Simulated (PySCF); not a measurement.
## A study: C$_{3}$H$_{8}$FSi, doublet, SMILES `[CH2]CC[SiH2]F`

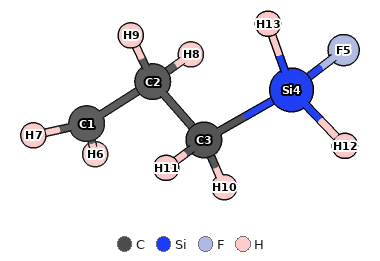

The molecule, with its atoms numbered as below. No frequency check shows the geometry to be a minimum.

Geometry (Å), atoms numbered from 1:

```
C1       2.7993   -0.1848   -0.0669
C2       1.4096   -0.3556    0.3731
C3       0.4790    0.6456   -0.3685
Si4     -1.3416    0.4632    0.1303
F5      -1.7704   -1.0576   -0.1923
H6       3.1488   -0.6660   -0.9603
H7       3.4134    0.5834    0.3636
H8       1.0581   -1.3670    0.1581
H9       1.3202   -0.1729    1.4468
H10      0.5920    0.4865   -1.4433
H11      0.8296    1.6591   -0.1684
H12     -2.2327    1.2781   -0.6814
H13     -1.5412    0.6012    1.5657
```

## 1. Bonding charge

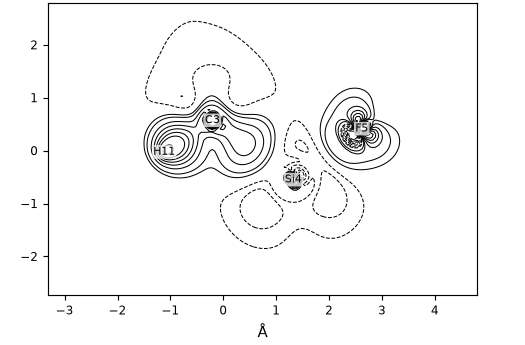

Deformation density (molecule less spherical, spin-averaged free atoms) in the plane of C3, Si4, F5 and H11; contours at ±0.05 to ±0.8 e/Å³; solid lines: gain, dashed lines: loss.

Computed with PySCF, B3LYP/cc-pVDZ, geometry: GFN2-xTB. The stability of the open-shell solution wasn't checked. GFN2-xTB doesn't know the spin state, so this open-shell geometry is rough.

How much density has each bond in this plane gained at its critical point, relative to the free atoms?

Answer. C3–H11: +0.62 e/Å³ at the bond critical point (bond length 1.09 Å, Mayer order 0.9). C3–Si4: +0.14 e/Å³ at the bond critical point (bond length 1.90 Å, Mayer order 1.0). Si4–F5: −0.06 e/Å³ at the bond critical point (bond length 1.61 Å, Mayer order 1.1); up to 0.6 Å beside the axis the gain reaches +0.16 e/Å³. In all, 2.8 electrons gather in the regions of gain relative to the promolecule. A small or negative value marks a very polar bond, one between electron-rich atoms, whose free-atom densities already overlap strongly, a long bond to a heavier atom, or a closed-shell contact such as a hydrogen bond.

Where do the Hirshfeld charges lie?

Answer. The highest Hirshfeld charge is on Si4 (+0.43 e), the lowest on F5 (−0.20 e).

| atom | charge (e) |
| --- | --- |
| C1 | −0.07 |
| C2 | −0.06 |
| C3 | −0.14 |
| Si4 | +0.43 |
| F5 | −0.20 |
| H6 | +0.03 |
| H7 | +0.03 |
| H8 | +0.04 |
| H9 | +0.04 |
| H10 | +0.04 |
| H11 | +0.03 |
| H12 | −0.09 |
| H13 | −0.09 |

## 2. Electrostatic potential

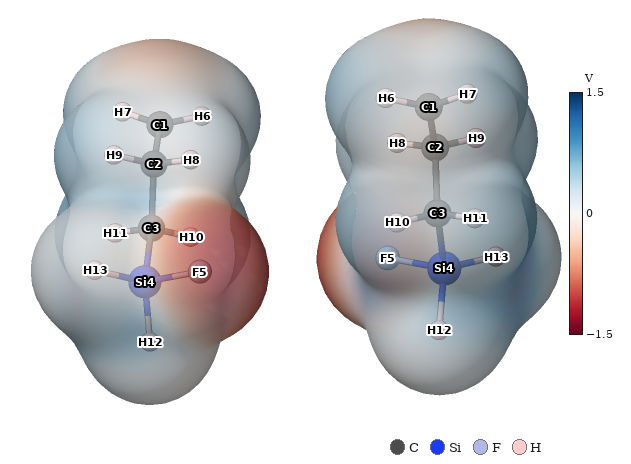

Electrostatic potential on the surface of electron density 0.001 a.u. (back view left, front view right).

Where are the extremes of the potential on the surface?

Answer. Highest: 1.43 V, near Si4 (1.99 Å), H12 (2.05 Å), H13 (2.11 Å) and H11 (2.12 Å). Further maxima include 0.67 V, off the Si4–F5 bond (2.0 to 2.2 Å from its atoms); 0.63 V, 1.7 Å from H10. Lowest: −1.10 V, 1.6 Å from F5. Further minima include −0.38 V, over C1, off the plane of its three bonds (2.0 Å); −0.09 V, over C1, off the plane of its three bonds (2.0 Å). The surface is sampled at points, so like sites can differ by a few per cent and only the strongest of them is named.

## 3. Spin density

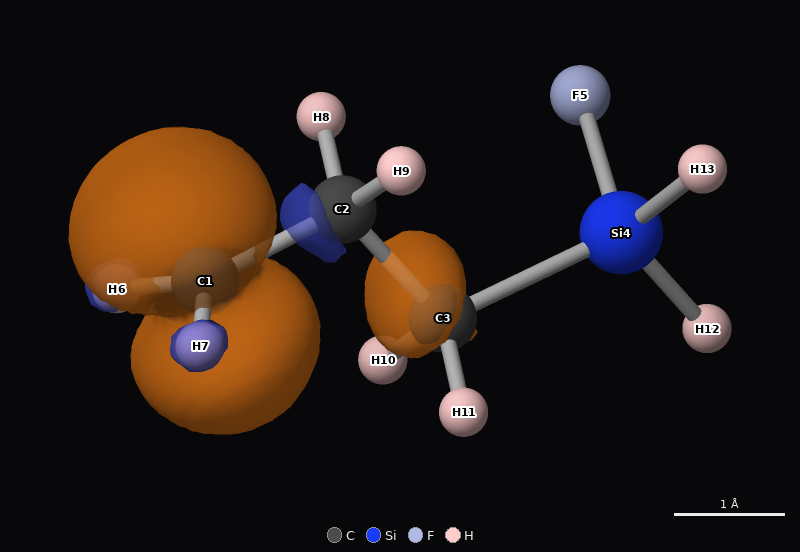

Spin density ρα − ρβ at ±0.03 e/Å³ (orange: excess α, blue: excess β).

Where is the unpaired spin?

Answer. Hirshfeld spin populations: C1 +0.73, C3 +0.06, H6 +0.05, H7 +0.05 and C2 +0.05. ⟨S²⟩ = 0.75, as for a pure state. The picture also shows regions of β spin from spin polarisation; the Hirshfeld sums, whose atoms overlap, net them against the α spin of neighbours.

## 4. In an electric field

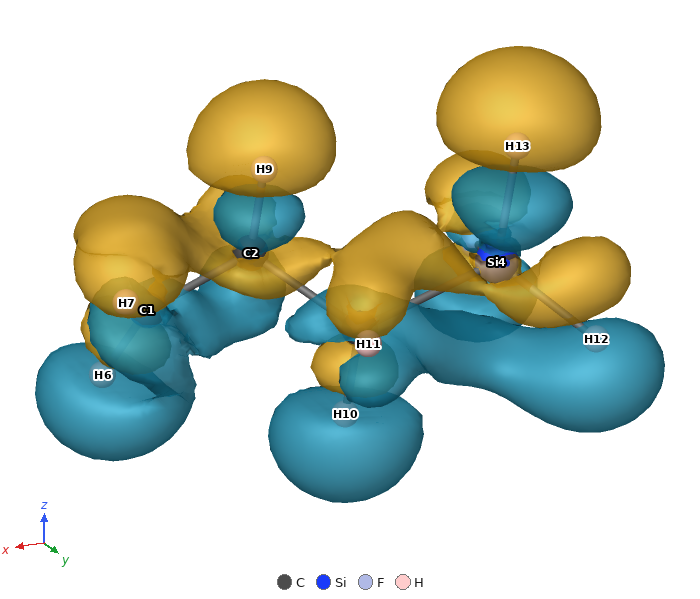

Change of the electron density in a uniform field of 0.10 V/Å, surfaces at ±0.0006 e/Å³ (yellow: gain, teal: loss).

Level of theory: LDA (SVWN)/def2-SVPD (PySCF), at a geometry from GFN2-xTB. The stability of the open-shell solution wasn't checked. GFN2-xTB doesn't know the spin state, so this open-shell geometry is rough.

The field was applied in both directions; the picture shows the one opposite to the script's first.

Along which Cartesian direction does the field point?

Answer. Along −z: electrons gather on the +z side, against the field.

What dipole is induced, and what polarisability does it imply?

Answer. The induced dipole is 0.31 D (along the field); α along this axis, from the fields in both directions, is 60 bohr³ (8.9 Å³).

## 5. Removing or adding an electron

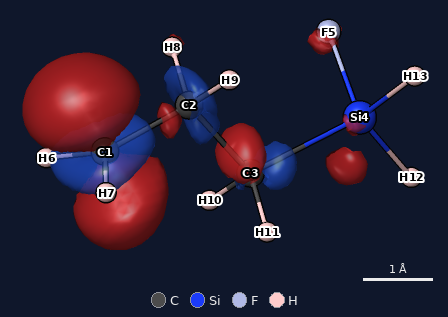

Fukui function f⁺ = ρ(N+1) − ρ(N) at fixed geometry, surfaces at ±0.03 e/Å³ (red positive, blue negative).

Level of theory: TPSS/6-31+G* (PySCF), at a geometry from GFN2-xTB. GFN2-xTB doesn't know the spin state, so this open-shell geometry is rough.

Which atoms respond most to the addition of an electron?

Answer. f⁺ (Hirshfeld-condensed) is largest on C1 (0.34); the vertical electron affinity is −0.11 eV (to the singlet anion, which needn't be its lowest state; negative: at this level and geometry the extra electron isn't bound, and the finite basis holds it). Condensed values hint at sites of nucleophilic attack but needn't mark the atom that reacts. Orbital relaxation makes it negative in places (0.17 e in all).

```tsv
atom	f⁺	charge
C1	+0.34	−0.07
C2	+0.06	−0.06
C3	+0.06	−0.14
Si4	+0.15	+0.42
F5	+0.02	−0.21
H6	+0.09	+0.03
H7	+0.09	+0.03
H8	+0.03	+0.04
H9	+0.03	+0.04
H10	+0.03	+0.04
H11	+0.03	+0.03
H12	+0.04	−0.08
H13	+0.03	−0.08
```
